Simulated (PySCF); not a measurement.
## Electronic structure of C$_{4}$H$_{6}$F$_{2}$O$_{2}$Si in real space

```yaml
atoms:
  - { symbol: C, position_ang: [-2.6131, 0.4328, 0.1292] }
  - { symbol: O, position_ang: [-1.7188, -0.6319, 0.4031] }
  - { symbol: C, position_ang: [-0.4195, -0.4059, 0.1949] }
  - { symbol: C, position_ang: [0.5485, -1.3065, 0.3621] }
  - { symbol: C, position_ang: [1.9265, -0.8029, 0.0611] }
  - { symbol: F, position_ang: [2.4886, -1.4979, -1.0103] }
  - { symbol: Si, position_ang: [1.5579, 1.0389, -0.3532] }
  - { symbol: F, position_ang: [1.8265, 1.4802, -1.8656] }
  - { symbol: O, position_ang: [-0.0632, 0.8643, -0.1812] }
  - { symbol: H, position_ang: [-3.6048, 0.0409, 0.3437] }
  - { symbol: H, position_ang: [-2.5511, 0.7398, -0.9176] }
  - { symbol: H, position_ang: [-2.4052, 1.2947, 0.7677] }
  - { symbol: H, position_ang: [0.3584, -2.3286, 0.6237] }
  - { symbol: H, position_ang: [2.6175, -0.9793, 0.8922] }
  - { symbol: H, position_ang: [2.0474, 2.0693, 0.5284] }
```

Geometry: GFN2-xTB.

All numbers below come from PBE0/pcSseg-1, SCF density, gas phase, non-relativistic in PySCF.

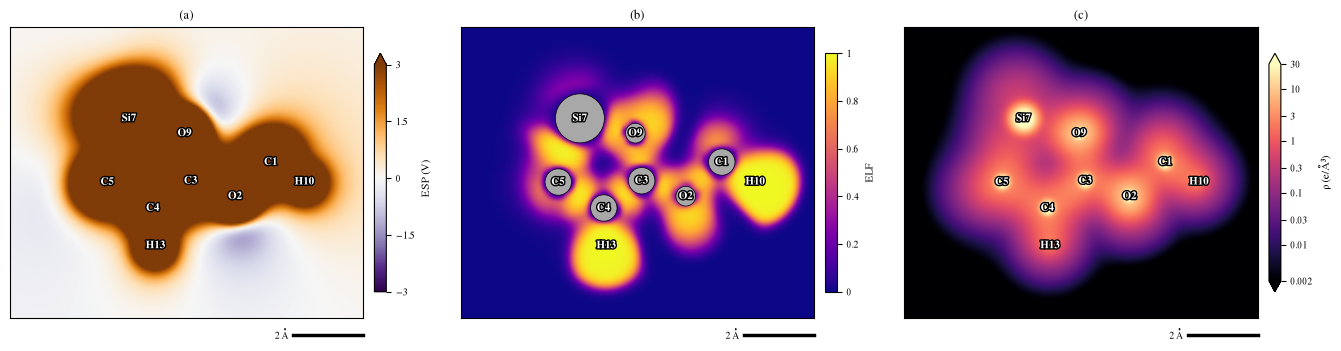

Figure 1. (a) molecular electrostatic potential; (b) ELF; (c) electron density on the plane of atoms C3, C4 and C5. Grey discs cover the atomic cores in the ELF map.

Read the bonding off the picture.

The section cuts through C, O, Si and H sites. C–C (1.33 Å): ρ is about 2.3 e/Å³ halfway; the ELF peaks at about 0.90 between the atoms; a short, multiple covalent bond. C–O (1.34 Å): ρ at the midpoint is about 2.5 e/Å³; the ELF peaks at about 0.90 between the atoms: a shared but strongly polarised pair. Si–O (1.64 Å): the density is about 1.2 e/Å³ at the midpoint; the ELF peaks at about 0.90 between the atoms, as expected for a shared but strongly polarised pair. C–Si (1.92 Å): the density is about 0.96 e/Å³ at the midpoint; the ELF peaks at about 1 between the atoms; a shared electron pair. C–H (1.07 Å): ρ at the midpoint is about 2 e/Å³; the ELF climbs to about 1 towards the hydrogen, as it does in any bond to H: a covalent bond by its length. The ELF also peaks beside O2 and O9, away from the bonds: lone-pair regions. Outside the dense part of the molecule the potential is most negative (−1.3 V) near O2.

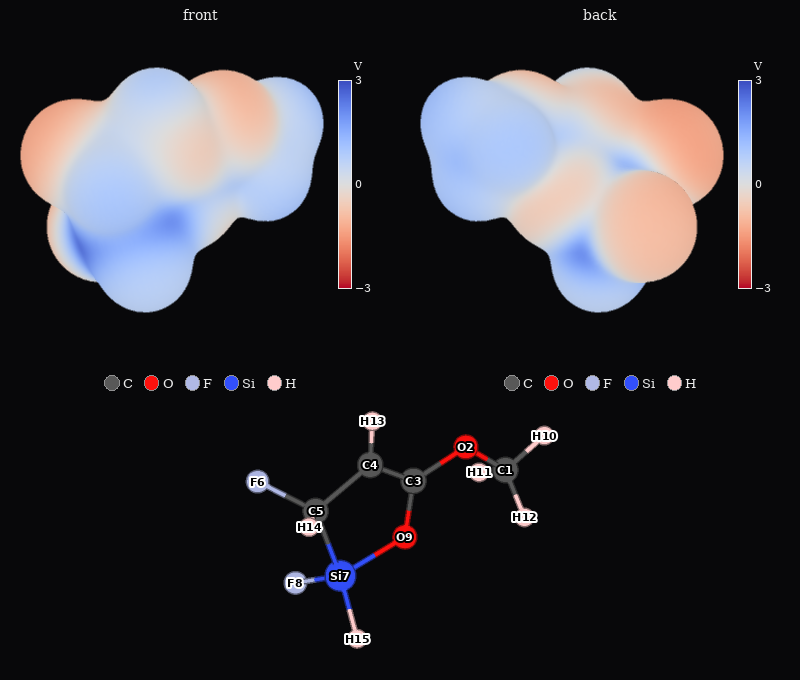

Figure 2. The molecular electrostatic potential painted on the density surface at 0.002 e/bohr³, seen from the front and from behind; the colour scale runs from red (negative) to blue (positive). The bare structure is drawn below in the same view.

Describe the electrostatic potential map.

The most negative region (about −1.3 V) lies over F6, the most positive (about +2.1 V) over Si7.

What dipole moment does the calculation give?

Its dipole moment is 3.22 D.
